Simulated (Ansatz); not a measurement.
```yaml
atoms:
  - { symbol: C, position_ang: [2.1055, 0.2343, -1.1867] }
  - { symbol: C, position_ang: [1.4765, -0.0055, 0.1788] }
  - { symbol: N, position_ang: [0.1089, -0.4804, 0.1329] }
  - { symbol: C, position_ang: [-0.0317, -1.8323, -0.3537] }
  - { symbol: Zr, position_ang: [-1.4596, 0.6763, 0.7139] }
  - { symbol: O, position_ang: [-0.7950, 1.8631, 2.1002] }
  - { symbol: O, position_ang: [-2.0887, 1.7559, -0.7796] }
  - { symbol: O, position_ang: [-2.8724, -0.5393, 1.2560] }
  - { symbol: H, position_ang: [1.5260, 0.9679, -1.7531] }
  - { symbol: H, position_ang: [3.1253, 0.6128, -1.0783] }
  - { symbol: H, position_ang: [2.1556, -0.6841, -1.7756] }
  - { symbol: H, position_ang: [2.0950, -0.7231, 0.7418] }
  - { symbol: H, position_ang: [1.5023, 0.9285, 0.7522] }
  - { symbol: H, position_ang: [0.5960, -2.5287, 0.2224] }
  - { symbol: H, position_ang: [0.2453, -1.9378, -1.4112] }
  - { symbol: H, position_ang: [-1.0675, -2.1676, -0.2531] }
  - { symbol: H, position_ang: [-0.8354, 2.6225, 2.6736] }
  - { symbol: H, position_ang: [-2.0274, 2.0097, -1.6958] }
  - { symbol: H, position_ang: [-3.7586, -0.7722, 1.5155] }
```

Geometry: PBE0-D4/def2-TZVP; core potentials replace the inner electrons of Zr.

All numbers below come from RKS PBE0-D4/def2-TZVPP in Ansatz 0.2.0.

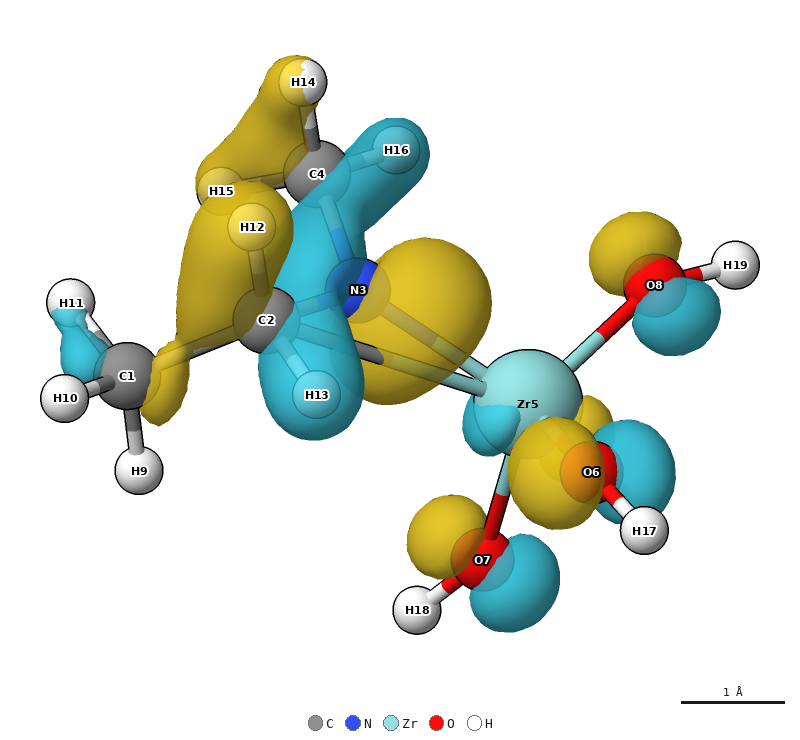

C₃H₁₁NO₃Zr. The HOMO−1 at ±0.15 Å⁻³ᐟ² (yellow and cyan are the two phases), seen at a tilt.

Where does this orbital lie, and at what energy?

Its weight (Hirshfeld) is mainly on N3 (about 25 %), Zr5 (about 10 %), C2 (about 10 %), O6 (about 10 %), C4 (about 10 %) and O7 (about 5 %). Its energy is −8.24 eV.
